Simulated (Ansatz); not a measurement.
Cost and result by functional for the adsorption energy of OH on the 1x1 (0001) surface of corundum (cut with top plane Al), one in a 1x1 cell, started at the site 'top O', in Ansatz (plane waves, PAW). Single points on the PBE structure, on one kind of machine; costs are rough ratios of the slab run's core time (references not counted) to the cheapest single point. r2SCAN's cost holds its higher cutoff (500 against 420 eV). Differences are taken against r2SCAN for comparison alone: no measured value is at hand, so the table doesn't rank accuracy. The points keep PBE's geometry, so the relaxation of a polaron and the settling of charge on one site are left out.

Host crystal: corundum, with a band gap (PBE, scalar-relativistic without spin-orbit coupling).

Set-up: 22 atoms, 6.7 Å thick at the start under the adsorbate (thin: gaps and levels are the slab's own); mesh 6x6x1; 0.01 eV smearing; dipole correction on; 9 atoms held, the rest relaxed; no symmetry held; spin-polarised, ending with about 1.0 μB a cell, a value that depends on the mesh; orders that need a larger cell were not tried, no spin-orbit, no U, no dispersion correction. The slab shows no gap over 0.04 eV on its mesh. At the end it is bonded to Al. In PBE it is, or lies within 0.03 eV of, the lowest of the starts that converged. These notes are the PBE run's. r2SCAN: The program's check for a lower electronic state was not made. Adsorption energies are against H2O(g) − ½ H2(g). A negative adsorption energy means that the adsorbate is more stable on the surface than in its reference.

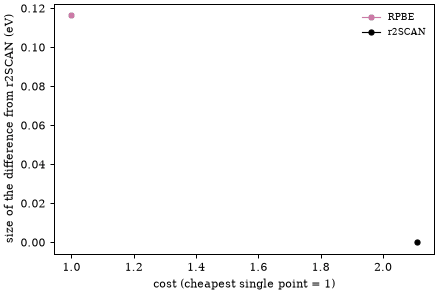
Figure: Difference from r2SCAN against cost

```tsv
functional	relative cost	adsorption energy (eV)	less r2SCAN (eV)
RPBE	1	0.87	-0.12
r2SCAN	2	0.99	0.00
PBE (the relaxed run's value)	–	0.90	-0.09
```

The values span 0.12 eV, while the single points' costs differ by a factor of roughly 2. Differences are of unrounded values.

Ansatz is an electronic-structure program.
